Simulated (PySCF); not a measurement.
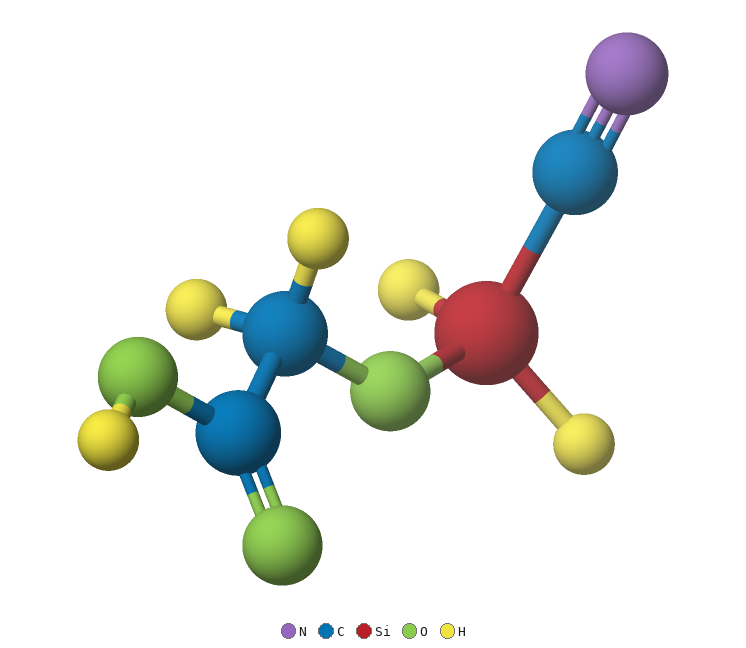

Computed geometry: GFN2-xTB optimisation. No frequency run is at hand to confirm it as a minimum. Level of theory: PBE0/pcSseg-1, gas phase (PySCF 2.14.0).

Q: Estimate the HOMO energy (Kohn–Sham orbital).

A: −8.48 eV.

Q: Estimate the LUMO energy (Kohn–Sham orbital).

A: −1.07 eV.

Q: What is the dipole moment?

A: 3.20 D.

The geometry is semi-empirical. Around Si such bond lengths and angles can be off by a tenth of an ångström or more and by several degrees, and values that hang on the shape move with them.
